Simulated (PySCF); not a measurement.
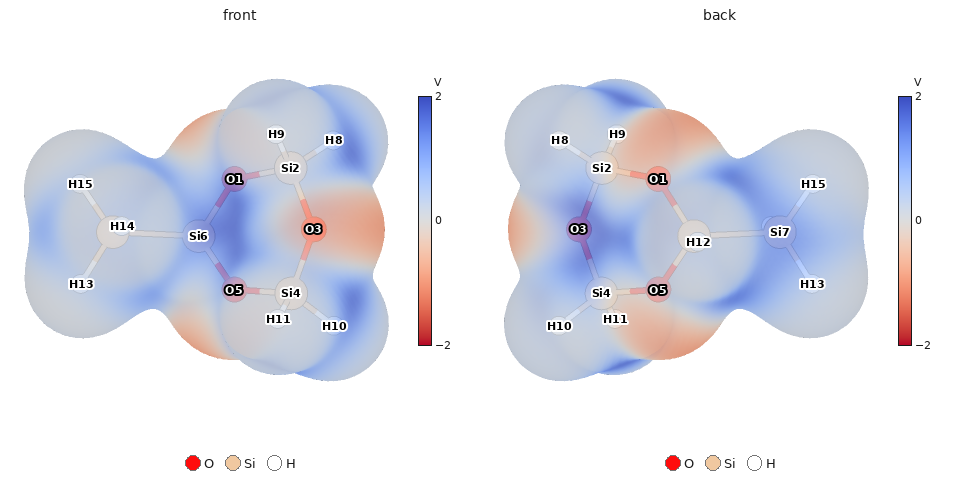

The picture shows: H8O3Si4. The molecular electrostatic potential painted on the density surface at 0.002 e/bohr³, seen from the front and from behind; red is negative and blue positive.

Geometry: PBE0-D3(BJ)/def2-SVP.

The calculation used PBE0/pcSseg-1, SCF density, gas phase, non-relativistic (PySCF).

```xyz
15

O     0.7694    0.3454   -1.2090
Si    2.1663    0.4440   -0.3121
O     1.9576   -0.5032    1.0388
Si    0.6890   -1.4306    1.5811
O    -0.5428   -1.2874    0.4726
Si   -0.7022   -0.3911   -0.9270
Si   -2.3323    1.2543   -0.5921
H     3.3031   -0.0748   -1.1150
H     2.3920    1.8520    0.1055
H     1.1119   -2.8521    1.6668
H     0.2331   -0.9179    2.8990
H    -0.9993   -1.3144   -2.0577
H    -3.6520    0.6246   -0.2779
H    -1.9219    2.1220    0.5555
H    -2.4829    2.1040   -1.8136
```

> Which sites attract a positive test charge, and which a negative one?

A positive charge is drawn to the negative regions and a negative charge to the positive ones. The most negative region (about −0.9 V, or −21 kcal/mol for a unit charge) lies over O1, O3 and O5, the most positive (about +1.6 V, or +37 kcal/mol for a unit charge) over Si2, Si4 and Si6.
